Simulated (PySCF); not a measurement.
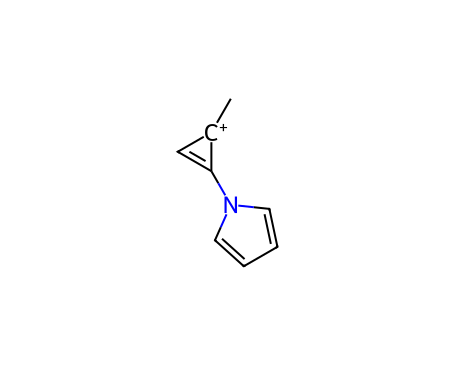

Skeletal drawing of a molecule. The species has charge +1 and is a spin singlet.

> Give its SMILES.

C[c+]1cc1-n1cccc1

> What is the molecular formula?

C8H8N, charge +1.

> An optimisation with GFN2-xTB gave a structure of which point group?

C1. Other conformers may differ.

The parts below concern this one geometry. Atoms keep their numbers from picture to picture. The computed structure is the end point of a GFN2-xTB optimisation. No frequency run is at hand to confirm it as a minimum.

Shape

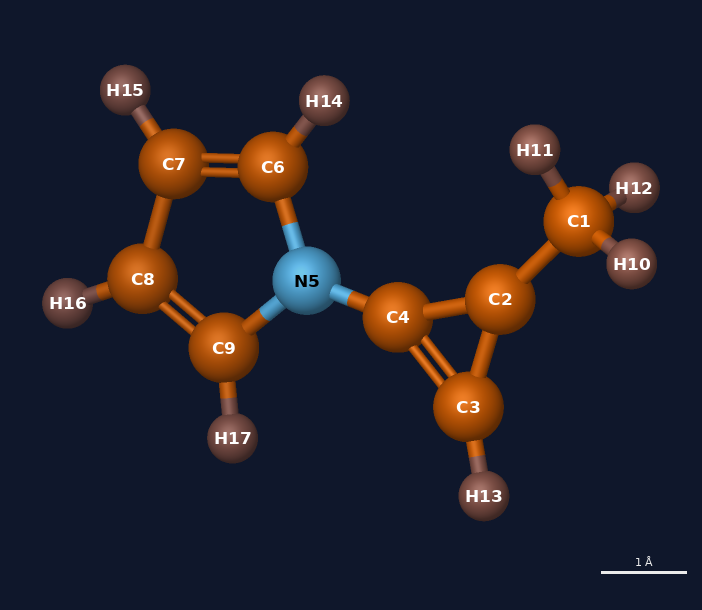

The atoms are numbered. No frequency run is at hand to confirm it as a minimum.

> Describe the coordination of atom 6.

C6 has 3 neighbours (N5 at 1.40, C7 at 1.35, H14 at 1.07 Å); the arrangement is trigonal planar.

> Describe the coordination of atom 1.

C1 has 4 neighbours (C2 at 1.44, H10 at 1.09, H11 at 1.09, H12 at 1.09 Å); the arrangement is tetrahedral.

> What is the geometry at N5?

N5 has 3 neighbours (C4 at 1.30, C6 at 1.40, C9 at 1.41 Å); the arrangement is trigonal planar.

> What is the geometry at C8?

C8 has 3 neighbours (C7 at 1.44, C9 at 1.35, H16 at 1.07 Å); the arrangement is trigonal planar.

> What is the dihedral angle C4–N5–C6–C7?

180° in size, that is anti.

NMR shielding

The questions are on isotropic NMR shieldings of the C atoms. No frequency run is at hand to confirm it as a minimum. Method: GIAO PBE0/pcSseg-1 NMR shielding, non-relativistic, gas phase (PySCF 2.14.0).

> Which C atom is the most shielded (lowest chemical shift)?

C1 (173.8 ppm).

> Which C atom is the least shielded (highest chemical shift)?

C2 (20.8 ppm).

> How wide is the range of C shifts?

153.0 ppm.

Give the isotropic NMR shieldings of the C atoms atom by atom.

```json
{"atom": "C1", "σ (ppm)": "173.8"}
{"atom": "C2", "σ (ppm)": "20.8"}
{"atom": "C3", "σ (ppm)": "40.7"}
{"atom": "C4", "σ (ppm)": "31.2"}
{"atom": "C6", "σ (ppm)": "57.0"}
{"atom": "C7", "σ (ppm)": "51.9"}
{"atom": "C8", "σ (ppm)": "51.9"}
{"atom": "C9", "σ (ppm)": "56.2"}
```

Polarisability

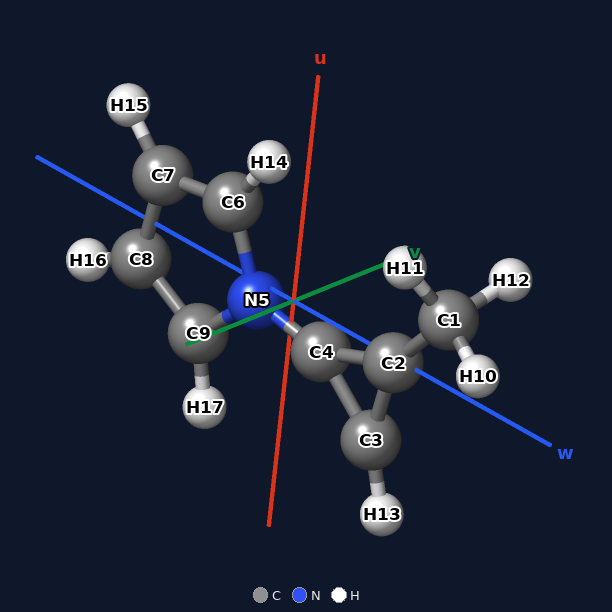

The lines u, v and w are the principal axes of the static dipole polarisability. No frequency run is at hand to confirm it as a minimum. Level of theory: PBE0/def2-SVPD (PySCF 2.14.0).

> Along which axis is the molecule most polarisable, and along which least?

Most along w (nearly parallel to the C6–C7 bond), least along v.

> Give the three principal values.

u 89.3, v 52.6, w 135.6 bohr³; mean 92.5, anisotropy 72.0 bohr³.

Ring current

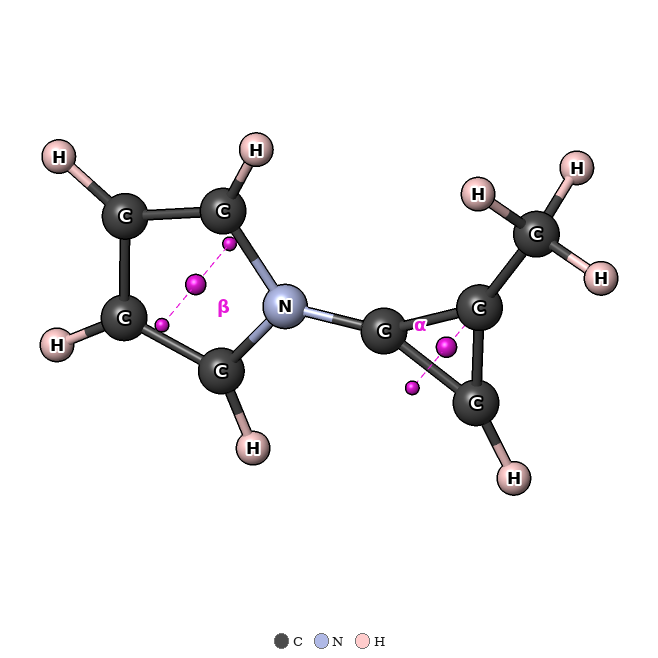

The small points mark where nucleus-independent chemical shifts (NICS) were computed: at the centre of each lettered ring and 1 Å above and below it. No frequency run is at hand to confirm it as a minimum. Properties computed with GIAO PBE0/pcSseg-1 NMR shielding, non-relativistic, gas phase (PySCF 2.14.0).

Give NICS(0), NICS(1) and the out-of-plane component NICS(1)zz for each ring (means of the two sides).

```
ring  members  NICS(0)  NICS(1)  NICS(1)zz
   α       C3    −26.3    −11.5      −18.0
   β      C4N     −7.4     −7.4      −17.3
```

Values in ppm.

> What do the values say about the ring currents?

Ring β: diatropic, as in an aromatic ring. NICS is one index among several.
